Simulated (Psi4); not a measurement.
# USVWN5/def2-SVPD run of BGeH4 (SMILES [BH2][GeH2])

Aim: the vertical ionisation energy of BGeH4 at USVWN5/def2-SVPD, from 2 runs. 

Program for the calculation: Psi4 1.11.

2 further runs of the same task are left out: 2 set aside as unsound or not needed.

## Step 1: Starting point

The species is BGeH4 (6 atoms), meant as a doublet with charge 0. As SMILES, `[BH2][GeH2]`. The shape comes from GFN2-xTB, which is rough for such elements, and wasn't checked as a minimum.

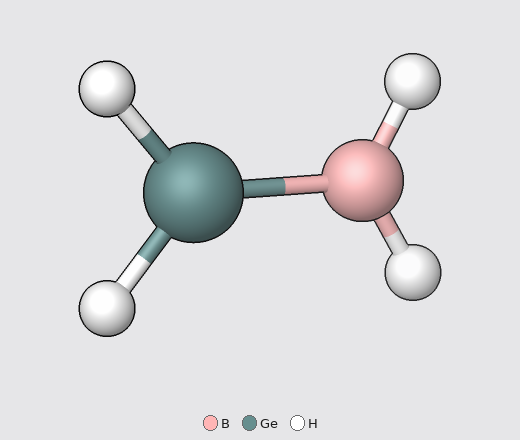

The structure, seen from a chosen angle (boron pink, germanium teal, hydrogen white).

## Step 2: A single-point energy at USVWN5/def2-SVPD

The input, bgeh4.in:

```
memory 1600 MB

molecule geom {
  0 2
  B     -0.012800    -1.089570     0.124830
  Ge     0.012730     0.820130    -0.090400
  H     -0.774610    -1.570630     0.870550
  H      0.740510    -1.741390    -0.487720
  H      0.891660     1.692480    -0.985930
  H     -0.857490     1.888970     0.568670
  symmetry c1
  no_reorient
  no_com
}

set basis def2-SVPD
set reference uks
set puream true
set e_convergence 1e-09
set d_convergence 1e-08
set scf_type pk
set dft_radial_points 99
set dft_spherical_points 590
set maxiter 200

e_tot, wfn = energy("scf", dft_functional={"name": "SVWN5", "x_functionals": {"LDA_X": {}}, "c_functionals": {"LDA_C_VWN": {}}}, return_wfn=True)
oeprop(wfn, "DIPOLE", "MULLIKEN_CHARGES", "LOWDIN_CHARGES", title="SCF")
```

On the command line:

```
$ psi4 -i bgeh4.in -o bgeh4.out -n 1
```

bgeh4.out:

```text
[...]
  Running in c1 symmetry.
[...]
  Nuclear repulsion =   86.055500737404259
[...]
  Multiplicity = 2
[...]
  Nalpha       = 21
  Nbeta        = 20
[...]
    Number of basis functions: 90
[...]
   @UKS iter   1: -2098.87630892400102   -1.69249e+00   2.78169e-02 DIIS/ADIIS
[...]
   @UKS iter  13: -2100.41893520519261   -8.18545e-12   1.77036e-09 DIIS
[...]
   @S^2 Observed:                7.512822902E-01
[...]
    Orbital Energies [Eh]
    ---------------------
    Alpha Occupied:
       1A   -396.290427     2A    -49.087062     3A    -43.772972
       4A    -43.770123     5A    -43.769323     6A     -6.439723
       7A     -5.956955     8A     -4.198603     9A     -4.190738
      10A     -4.188385    11A     -1.121596    12A     -1.118529
      13A     -1.117319    14A     -1.114254    15A     -1.113051
      16A     -0.532049    17A     -0.430758    18A     -0.333562
      19A     -0.294363    20A     -0.292018    21A     -0.207742
    Alpha Virtual:
      22A     -0.086118    23A     -0.017366    24A      0.001851
      25A      0.013183    26A      0.032815    27A      0.061020
[...]
  @UKS Final Energy: -2100.41893520519261
   => Energetics <=
    Nuclear Repulsion Energy =             86.0555007374042589
    One-Electron Energy =               -3099.7658484070607301
    Two-Electron Energy =                 994.2786111274166387
    DFT Exchange-Correlation Energy =     -80.9871986629529204
    Empirical Dispersion Energy =           0.0000000000000000
    VV10 Nonlocal Energy =                  0.0000000000000000
    Total Energy =                      -2100.4189352051926107
[...]
 Multipole Moments:
 ------------------------------------------------------------------------------------
     Multipole            Electronic (a.u.)      Nuclear  (a.u.)        Total (a.u.)
 ------------------------------------------------------------------------------------
 L = 1.  Multiply by 2.5417464519 to convert [e a0] to [Debye]
 Dipole X            :         -0.6431315            0.6489886            0.0058571
 Dipole Y            :        -39.4284999           39.8084792            0.3799793
 Dipole Z            :          4.3097072           -4.3521904           -0.0424833
 Magnitude           :                                                    0.3823917
[...]
  Mulliken Charges: (a.u.)
   Center  Symbol    Alpha    Beta     Spin     Total
       1     B     3.23546  2.79337  0.44209 -1.02883
       2    GE    16.44811 15.75985  0.68827 -0.20796
       3     H     0.24988  0.28998 -0.04010  0.46014
       4     H     0.25032  0.29069 -0.04036  0.45899
       5     H     0.40804  0.43297 -0.02493  0.15899
       6     H     0.40819  0.43314 -0.02496  0.15867
   Total alpha = 21.00000, Total beta = 20.00000, Total charge = -0.00000
  Lowdin Charges: (a.u.)
   Center  Symbol    Alpha    Beta     Spin     Total
[...]
```

Run time: 12 s. Hardware: 1 thread of Intel Xeon 6975P-C (Granite Rapids), shared host; peak memory 0.55 GiB.

## Step 3: The singlet cation: energy and gradient at SVWN5/def2-SVPD

The input, input.dat:

```
memory 1.6 GB

molecule m {
  1 1
  B
  Ge 1 1.92196
  H 1 1.16956 2 119.2583
  H 1 1.169428 3 121.62169 2 179.51016
  H 2 1.52823 1 129.82496 4 0.59533
  H 2 1.527768 5 100.43005 1 -179.06121
  symmetry c1
  no_reorient
  no_com
}

set {
  basis def2-SVPD
  puream true
  e_convergence 1e-09
  d_convergence 1e-08
  scf_type pk
  dft_radial_points 99
  dft_spherical_points 590
}

gradient('scf', dft_functional={"name": "SVWN5", "x_functionals": {"LDA_X": {}}, "c_functionals": {"LDA_C_VWN": {}}})
```

On the command line:

```
$ psi4 -i input.dat -o output.dat -n 1
```

output.dat:

```text
[...]
  Running in c1 symmetry.
[...]
  Nuclear repulsion =   86.055499738315959
[...]
  Multiplicity = 1
[...]
  Nalpha       = 20
  Nbeta        = 20
[...]
    Number of basis functions: 90
[...]
   @RKS iter   1: -2098.78930610754014   -1.60548e+00   2.69912e-02 DIIS/ADIIS
[...]
   @RKS iter  11: -2100.09388514890270   -1.81899e-11   3.61927e-09 DIIS
[...]
    Orbital Energies [Eh]
    ---------------------
    Doubly Occupied:
       1A   -396.571615     2A    -49.367579     3A    -44.055416
       4A    -44.049475     5A    -44.049090     6A     -6.696901
       7A     -6.237610     8A     -4.485542     9A     -4.467317
      10A     -4.466515    11A     -1.405712    12A     -1.400088
      13A     -1.399899    14A     -1.389155    15A     -1.388081
      16A     -0.784197    17A     -0.661876    18A     -0.564455
      19A     -0.534479    20A     -0.518875
[...]
  @RKS Final Energy: -2100.09388514890270
   => Energetics <=
    Nuclear Repulsion Energy =             86.0554997383159588
    One-Electron Energy =               -3088.7081984954129439
    Two-Electron Energy =                 983.3029837180947652
    DFT Exchange-Correlation Energy =     -80.7441701099003240
    Empirical Dispersion Energy =           0.0000000000000000
    VV10 Nonlocal Energy =                  0.0000000000000000
    Total Energy =                      -2100.0938851489027002
[...]
 Multipole Moments:
 ------------------------------------------------------------------------------------
     Multipole            Electronic (a.u.)      Nuclear  (a.u.)        Total (a.u.)
 ------------------------------------------------------------------------------------
 L = 1.  Multiply by 2.5417464519 to convert [e a0] to [Debye]
 Dipole X            :         -0.0182267            0.0162956           -0.0019311
 Dipole Y            :         -0.0001338           -0.0003162           -0.0004500
 Dipole Z            :          2.5101996           -2.7971785           -0.2869789
 Magnitude           :                                                    0.2869858
[...]
  -Total Gradient:
     Atom            X                  Y                   Z
    ------   -----------------  -----------------  -----------------
       1        0.000757436404     0.000031136001     0.040869398772
       2       -0.000992011514     0.000011544190    -0.063825108029
       3       -0.000171921929    -0.017161862206     0.008043863322
       4       -0.000185061062     0.017225092468     0.008130066292
       5        0.000449419032     0.010001738545     0.003458333518
       6        0.000142096227    -0.010107673132     0.003321203051
[...]
```

Wall time 9.3 s (1 thread of Intel Xeon 6975P-C (Granite Rapids), shared host); peak memory 0.56 GiB.

## Step 4: Summary of results

Level: USVWN5/def2-SVPD.

| quantity | value |
| --- | --- |
| doublet BGeH4: total energy | -2100.41894 Eh |
| doublet BGeH4: dipole moment | 0.97 D |
| doublet BGeH4: HOMO energy (highest over α and β) | -5.65 eV |
| doublet BGeH4: LUMO energy (lowest over α and β) | -4.82 eV |
| doublet BGeH4: ⟨S²⟩ | 0.751 |
| singlet cation: total energy | -2100.09389 Eh |
| singlet cation: HOMO energy | -14.12 eV |
| singlet cation: LUMO energy | -12.04 eV |
| singlet cation: HOMO–LUMO gap | 2.08 eV |
| singlet cation: largest force on an atom | 3.282 eV/Å |
| vertical ionisation energy (to the singlet cation) | 8.845 eV |

**Reading.** Removing an electron at fixed nuclei costs 8.85 eV (204 kcal/mol). Only the singlet of the ionised species was computed; a triplet could lie lower. Mulliken charges (doublet BGeH4) run from -1.03 on B1 to +0.46 on H3; in a basis this large or diffuse they mean little.
